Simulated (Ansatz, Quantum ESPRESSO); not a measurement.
# Gate doping of 1T-PbF2, 1 layer, part 2 of 7

How rigid are the bands of 1T-PbF2, 1 layer under field-effect doping?

Quantum ESPRESSO 7.5; plane-wave DFT, LDA, GBRV ultrasoft pseudopotentials; geometry by Ansatz 0.2.0 with PAW datasets.

So far: Starting point; Relaxation with Ansatz.

## Step 3: SCF with pw.x: neutral sheet, no gate

The neutral sheet is the reference for densities and bands.

Level of this step: plane-wave DFT, LDA, GBRV ultrasoft pseudopotentials (Quantum ESPRESSO 7.5).

Contents of g0.in:

```
&control
  prefix = 'g0'
  outdir = './out'
  pseudo_dir = './pseudo'
  calculation = 'scf'
  tprnfor = .true.
  tefield = .true.
  dipfield = .true.
/
&system
  ibrav = 0
  nat = 3
  ntyp = 2
  ecutwfc = 40
  ecutrho = 200
  occupations = 'smearing'
  smearing = 'fd'
  degauss = 0.004
  edir = 3
  emaxpos = 0.226121
  eopreg = 0.01
  eamp = 0.0
  nbnd = 20
/
&electrons
  conv_thr = 1e-07
  mixing_beta = 0.4
  electron_maxstep = 120
  mixing_mode = 'local-TF'
/
ATOMIC_SPECIES
  F   18.9984  f_lda_v1.4.uspp.F.UPF
  Pb  207.2000  pb_lda_v1.uspp.F.UPF
CELL_PARAMETERS angstrom
  3.98472797016254 -0.00000000000000 -0.00000000000000
  -1.99236398508127 3.45087564933116 -0.00000000000000
  -0.00000000000000 -0.00000000000000 24.35734462590000
ATOMIC_POSITIONS crystal
  F   0.666666666667 0.333333333333 0.459105251965
  Pb  0.000000000000 0.000000000000 0.500000074773
  F   0.333333333333 0.666666666667 0.540894673262
K_POINTS automatic
  12 12 1 0 0 0
```

Started as:

```bash
OMP_NUM_THREADS=1 mpirun -n 4 pw.x -nk 4 -in g0.in > g0.out
```

Log:

```text
Program PWSCF v.7.5 starts
[citation notice left out]

     Parallel version (MPI & OpenMP), running on       4 processor cores
     Number of MPI processes:                 4
     Threads/MPI process:                     1

     MPI processes distributed on     1 nodes
[...]
Current dimensions of program PWSCF are:
     Max number of different atomic species (ntypx) = 10
     Max number of k-points (npk) =  40000
     Max angular momentum in pseudopotentials (lmaxx) =  4
     Presently no symmetry can be used with electric field

     K-points division:     npool     =       4
     Subspace diagonalization in iterative solution of the eigenvalue problem:
     a serial algorithm will be used

     G-vector sticks info
     --------------------
     sticks:   dense  smooth     PW     G-vecs:    dense   smooth      PW
     Sum         769     637    199               107727    77213   14031

     Using Slab Decomposition

     bravais-lattice index     =            0
     lattice parameter (alat)  =       7.5300  a.u.
     unit-cell volume          =    2260.2399 (a.u.)^3
     number of atoms/cell      =            3
     number of atomic types    =            2
     number of electrons       =        28.00
     number of Kohn-Sham states=           20
     kinetic-energy cutoff     =      40.0000  Ry
     charge density cutoff     =     200.0000  Ry
     scf convergence threshold =      1.0E-07
     mixing beta               =       0.4000
     number of iterations used =            8  local-TF  mixing
     Exchange-correlation= SLA  PZ   NOGX NOGC
                           (   1   1   0   0   0   0   0)

     celldm(1)=   7.530045  celldm(2)=   0.000000  celldm(3)=   0.000000
     celldm(4)=   0.000000  celldm(5)=   0.000000  celldm(6)=   0.000000

     crystal axes: (cart. coord. in units of alat)
               a(1) = (   1.000000  -0.000000  -0.000000 )
               a(2) = (  -0.500000   0.866025  -0.000000 )
               a(3) = (  -0.000000  -0.000000   6.112674 )

     reciprocal axes: (cart. coord. in units 2 pi/alat)
               b(1) = (  1.000000  0.577350  0.000000 )
               b(2) = (  0.000000  1.154701  0.000000 )
               b(3) = (  0.000000  0.000000  0.163595 )

     PseudoPot. # 1 for F  read from file:
     ./pseudo/f_lda_v1.4.uspp.F.UPF
     Pseudo is Ultrasoft, Zval =  7.0
     Generated by new atomic code, or converted to UPF format
     Using radial grid of  799 points,  4 beta functions with:
                l(1) =   0
                l(2) =   0
                l(3) =   1
                l(4) =   1
     Q(r) pseudized with  8 coefficients,  rinner =    0.950   0.950   0.950

     PseudoPot. # 2 for Pb read from file:
     ./pseudo/pb_lda_v1.uspp.F.UPF
     Pseudo is Ultrasoft + core correction, Zval = 14.0
     Generated by new atomic code, or converted to UPF format
     Using radial grid of  899 points,  6 beta functions with:
                l(1) =   0
                l(2) =   0
                l(3) =   1
                l(4) =   1
                l(5) =   2
                l(6) =   2
     Q(r) pseudized with  6 coefficients,  rinner =    1.000   1.000   1.000
                                                       1.000   1.000

     atomic species   valence    mass     pseudopotential
     F                 7.00    18.99840     F ( 1.00)
     Pb               14.00   207.20000     Pb( 1.00)

     No symmetry found

   Cartesian axes

     site n.     atom                  positions (alat units)
         1        F      tau(   1) = (   0.5000000   0.2886751   2.8063609  )
         2        Pb     tau(   2) = (   0.0000000   0.0000000   3.0563377  )
         3        F      tau(   3) = (  -0.0000000   0.5773503   3.3063130  )

     number of k points=    74  Fermi-Dirac smearing, width (Ry)=  0.0040
                       cart. coord. in units 2pi/alat
        k(    1) = (   0.0000000   0.0000000   0.0000000), wk =   0.0138889
        k(    2) = (   0.0000000   0.0962250   0.0000000), wk =   0.0277778
        k(    3) = (   0.0000000   0.1924501   0.0000000), wk =   0.0277778
        k(    4) = (   0.0000000   0.2886751   0.0000000), wk =   0.0277778
        k(    5) = (   0.0000000   0.3849002   0.0000000), wk =   0.0277778
        k(    6) = (   0.0000000   0.4811252   0.0000000), wk =   0.0277778
        k(    7) = (   0.0000000  -0.5773503   0.0000000), wk =   0.0138889
        k(    8) = (   0.0833333   0.0481125   0.0000000), wk =   0.0277778
        k(    9) = (   0.0833333   0.1443376   0.0000000), wk =   0.0277778
        k(   10) = (   0.0833333   0.2405626   0.0000000), wk =   0.0277778
[...]
k(   74) = (  -0.5000000  -0.8660254   0.0000000), wk =   0.0138889

     Dense  grid:   107727 G-vectors     FFT dimensions: (  36,  36, 216)

     Smooth grid:    77213 G-vectors     FFT dimensions: (  32,  32, 192)

     Estimated max dynamical RAM per process >     212.19 MB

     Estimated total dynamical RAM >     769.87 MB

     Check: negative core charge=   -0.000004

     Initial potential from superposition of free atoms

     starting charge      27.9982, renormalised to      28.0000

     negative rho (up, down):  1.870E-02 0.000E+00

     Adding external electric field

     Computed dipole along edir(3) :
        Dipole                0.0000 Ry au,          0.0000 Debye
        Dipole field          0.0000 Ry au,

        Potential amp.       -0.0000 Ry
        Total length         45.5684 bohr

     Starting wfcs are   17 randomized atomic wfcs +    3 random wfcs

     total cpu time spent up to now is        1.7 secs

     per-process dynamical memory:   115.1 Mb

     Self-consistent Calculation

     iteration #  1     ecut=    40.00 Ry     beta= 0.40
     Davidson diagonalization with overlap
     ethr =  1.00E-02,  avg # of iterations =  7.9

     negative rho (up, down):  1.636E-02 0.000E+00

     Adding external electric field

     Computed dipole along edir(3) :
        Dipole               -0.0295 Ry au,         -0.0751 Debye
        Dipole field         -0.0002 Ry au,

        Potential amp.        0.0150 Ry
        Total length         45.5684 bohr

     total cpu time spent up to now is        7.4 secs

     total energy              =    -261.31160114 Ry
     estimated scf accuracy    <       0.51539283 Ry

     iteration #  2     ecut=    40.00 Ry     beta= 0.40
[...]
negative rho (up, down):  1.452E-02 0.000E+00

[...]
total energy              =    -261.28172393 Ry
     estimated scf accuracy    <       0.00522206 Ry

     iteration #  5     ecut=    40.00 Ry     beta= 0.40
[...]
negative rho (up, down):  1.475E-02 0.000E+00

[...]
Dipole               -0.1622 Ry au,         -0.4123 Debye
[...]
total energy              =    -261.28272939 Ry
     estimated scf accuracy    <       0.00220878 Ry

     iteration #  6     ecut=    40.00 Ry     beta= 0.40
[...]
negative rho (up, down):  1.572E-02 0.000E+00

[...]
Dipole               -0.1566 Ry au,         -0.3981 Debye
[...]
total energy              =    -261.28298979 Ry
     estimated scf accuracy    <       0.00063034 Ry

     iteration #  7     ecut=    40.00 Ry     beta= 0.40
[...]
negative rho (up, down):  1.753E-02 0.000E+00

[...]
Dipole               -0.0912 Ry au,         -0.2318 Debye
[...]
total energy              =    -261.28294123 Ry
     estimated scf accuracy    <       0.00050604 Ry

     iteration #  8     ecut=    40.00 Ry     beta= 0.40
[...]
negative rho (up, down):  1.748E-02 0.000E+00

[...]
Dipole               -0.0232 Ry au,         -0.0590 Debye
[...]
total energy              =    -261.28294952 Ry
     estimated scf accuracy    <       0.00012340 Ry

     iteration #  9     ecut=    40.00 Ry     beta= 0.40
[...]
c_bands:  2 eigenvalues not converged
[...]
negative rho (up, down):  1.757E-02 0.000E+00

[...]
Dipole               -0.0141 Ry au,         -0.0358 Debye
[...]
total energy              =    -261.28296476 Ry
     estimated scf accuracy    <       0.00005331 Ry

     iteration # 10     ecut=    40.00 Ry     beta= 0.40
[...]
negative rho (up, down):  1.818E-02 0.000E+00

[...]
Dipole               -0.0029 Ry au,         -0.0074 Debye
[...]
total energy              =    -261.28295587 Ry
     estimated scf accuracy    <       0.00007833 Ry

     iteration # 11     ecut=    40.00 Ry     beta= 0.40
[...]
negative rho (up, down):  1.826E-02 0.000E+00

[...]
Dipole               -0.0022 Ry au,         -0.0055 Debye
[...]
total energy              =    -261.28296813 Ry
     estimated scf accuracy    <       0.00000478 Ry

     iteration # 12     ecut=    40.00 Ry     beta= 0.40
[...]
negative rho (up, down):  1.830E-02 0.000E+00

[...]
Dipole               -0.0015 Ry au,         -0.0037 Debye
[...]
total energy              =    -261.28297007 Ry
     estimated scf accuracy    <       0.00000264 Ry

     iteration # 13     ecut=    40.00 Ry     beta= 0.40
[...]
negative rho (up, down):  1.831E-02 0.000E+00

[...]
Dipole               -0.0009 Ry au,         -0.0024 Debye
[...]
total energy              =    -261.28297079 Ry
     estimated scf accuracy    <       0.00000094 Ry

     iteration # 14     ecut=    40.00 Ry     beta= 0.40
[...]
negative rho (up, down):  1.832E-02 0.000E+00

[...]
Dipole               -0.0004 Ry au,         -0.0011 Debye
[...]
total energy              =    -261.28297112 Ry
     estimated scf accuracy    <       0.00000046 Ry

     iteration # 15     ecut=    40.00 Ry     beta= 0.40
[...]
negative rho (up, down):  1.832E-02 0.000E+00

[...]
Dipole               -0.0003 Ry au,         -0.0008 Debye
[...]
End of self-consistent calculation

          k = 0.0000 0.0000 0.0000 (  9699 PWs)   bands (ev):

   -25.9266 -25.5628 -20.1698 -20.1360 -20.1360 -20.0889 -20.0889 -11.1853
    -7.7876  -7.7876  -7.6147  -7.6147  -7.2644  -6.8316  -2.0919   1.3859
     1.7326   1.7671   1.8771   1.8771

          k = 0.0000 0.0962 0.0000 (  9695 PWs)   bands (ev):

   -25.9156 -25.5714 -20.1687 -20.1350 -20.1232 -20.0868 -20.0843 -11.2449
    -7.8896  -7.8890  -7.5915  -7.5452  -7.2303  -6.7475  -1.9909   1.2558
     1.6728   1.8193   1.9135   1.9621

          k = 0.0000 0.1925 0.0000 (  9691 PWs)   bands (ev):

   -25.8852 -25.5950 -20.1663 -20.1344 -20.1090 -20.0695 -20.0601 -11.3977
    -8.1043  -8.0660  -7.5501  -7.4568  -7.1822  -6.5184  -1.7182   0.7208
     1.8597   2.0096   2.0778   2.2056

          k = 0.0000 0.2887 0.0000 (  9691 PWs)   bands (ev):

   -25.8424 -25.6275 -20.1647 -20.1360 -20.1100 -20.0466 -20.0019 -11.5872
    -8.3439  -8.2500  -7.5076  -7.3904  -7.1589  -6.2144  -1.3661   0.1977
     2.1335   2.2595   2.5024   2.6105

          k = 0.0000 0.3849 0.0000 (  9657 PWs)   bands (ev):

   -25.7966 -25.6620 -20.1657 -20.1388 -20.1115 -20.0223 -19.9409 -11.7596
    -8.5544  -8.4096  -7.4691  -7.3456  -7.1590  -5.9216  -1.1109  -0.0528
     2.2489   2.8130   3.0715   3.1791

          k = 0.0000 0.4811 0.0000 (  9649 PWs)   bands (ev):

   -25.7562 -25.6935 -20.1683 -20.1412 -20.1112 -20.0039 -19.8960 -11.8771
    -8.6975  -8.5178  -7.4401  -7.3199  -7.1700  -5.7145  -1.0797   0.0177
     2.3281   3.3895   3.6838   3.9174

[...]
the Fermi energy is    -3.7534 ev

!    total energy              =    -261.28297105 Ry
     estimated scf accuracy    <       0.00000010 Ry
     smearing contrib. (-TS)   =      -0.00000000 Ry
     internal energy E=F+TS    =    -261.28297105 Ry

     The total energy is F=E-TS. E is the sum of the following terms:
     one-electron contribution =   -1277.08773816 Ry
     hartree contribution      =     647.15632204 Ry
     xc contribution           =     -81.29556399 Ry
     ewald contribution        =     449.94400905 Ry
     electric field correction =       0.00000000 Ry

     convergence has been achieved in  15 iterations

     negative rho (up, down):  1.832E-02 0.000E+00

     Forces acting on atoms (cartesian axes, Ry/au):

     atom    1 type  1   force =     0.00000015   -0.00000001    0.01681822
     atom    2 type  2   force =    -0.00000038    0.00000025   -0.00015466
     atom    3 type  1   force =     0.00000023   -0.00000024   -0.01666356

     Total force =     0.023676     Total SCF correction =     0.001058

[...]
=------------------------------------------------------------------------------=
   JOB DONE.
=------------------------------------------------------------------------------=
[key lines of the parts left out:]
Dipole field         -0.0000 Ry au,
```

Run time: 78 s. Hardware: 4 MPI ranks of Arm Neoverse V2, shared host; peak memory 0.96 GiB; 5.2 min of CPU time.

Numbers from this step:

| Quantity | Value |
| --- | --- |
| free energy | -3554.9359 eV |
| Fermi energy | -3.753 eV |
| dipole along the normal | -1.67e-4 e·Å |
| valence top, on the run's zero | -5.477 eV |
| conduction bottom, on the run's zero | -2.092 eV |
| gap by band count | 3.385 eV |

The run needed 15 iterations to bring the estimated error under 1e-07 Ry.

## Step 4: Density by pp.x

plot_num = 0 writes the valence density.

Contents of g0.rho.in:

```
&inputpp
  prefix = 'g0'
  outdir = './out'
  filplot = 'g0.rho.dat'
  plot_num = 0
/
```

Started as:

```bash
OMP_NUM_THREADS=1 mpirun -n 4 pp.x -in g0.rho.in > g0.rho.out
```

Log:

```text
[banner, memory and clock lines left out]
Program POST-PROC v.7.5 starts

          URL

     ./out/g0.save/

     IMPORTANT: XC functional enforced from input :
     Exchange-correlation= PZ
                           (   1   1   0   0   0   0   0)
     Any further DFT definition will be discarded
     Please, verify this is what you really want

     Check: negative core charge=   -0.000004

     negative rho (up, down):  1.832E-02 0.000E+00

     Adding external electric field

     Computed dipole along edir(3) :
        Dipole               -0.0003 Ry au,         -0.0008 Debye
        Dipole field         -0.0000 Ry au,

        Potential amp.        0.0002 Ry
        Total length         45.5684 bohr

     Calling punch_plot, plot_num =   0
     Writing data to file  g0.rho.dat
     Message from routine chdens:
     namelist plot not found or invalid, exiting
```

It took 0.92 s on 4 MPI ranks; peak memory 0.12 GiB.

Numbers from this step:

| Property | Result |
| --- | --- |
| electrons by integration | 28.00 e |

The valence density, planar mean oscillates, so the rows of the table below give means over windows of 1 Å about each position, cut where the curve ends. Its maxima inside the range that stand out by 2 % of the span (Å: e/Å³): 11.3: 0.743, 12.0: 0.769, 12.4: 0.769, 13.1: 0.743. Its minima: 11.6: 0.649, 12.2: 0.745, 12.7: 0.649.

Mean over planes. The valence density, planar mean by z; means over each step:

```csv
z (Å),"valence density, planar mean (e/Å³)"
8,2.1e-5
9,6.6e-4
10,0.0261
11,0.503
12,0.732
13,0.665
14,0.107
15,0.00236
16,7.2e-5
```

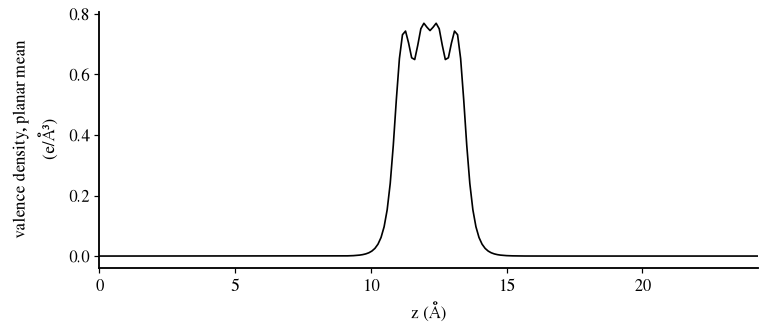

Valence density, planar mean against z.

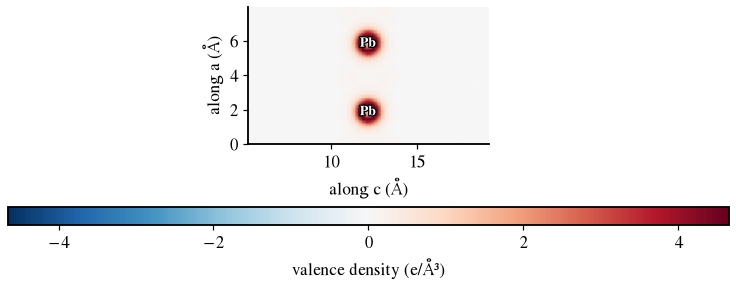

Valence density in the ca plane at fractional y = 0.000, with atoms of Pb within 0.2 Å of it. It is the smooth field of the valence electrons, not physical close to the nuclei. The map starts off the cell's origin, so that atoms lie inside it. The far vacuum is left out of the map.

## Step 5: Electrostatic potential

The neutral sheet's potential is written as the reference.

Contents of g0.pot.in:

```
&inputpp
  prefix = 'g0'
  outdir = './out'
  filplot = 'g0.pot.dat'
  plot_num = 11
/
```

Started as:

```bash
OMP_NUM_THREADS=1 mpirun -n 4 pp.x -in g0.pot.in > g0.pot.out
```

It took 0.92 s on 4 MPI ranks; peak memory 0.12 GiB.

[end of part 2 of 7]

[Logs are printed without paths, hosts, clocks, repeated set-up lines and the standing remarks that a program may print on its own settings, such as how far it seeks lower states.]

[Hosts, paths, dates, database ids (printed as entryN), source tags and the programs' standing remarks are cut or masked in the printed files.]

[Maps of the electrostatic potential energy from Ansatz leave out the sawtooth potential of an applied field or a dipole correction, so their vacuum need not be flat; planar profiles and work functions include it.]
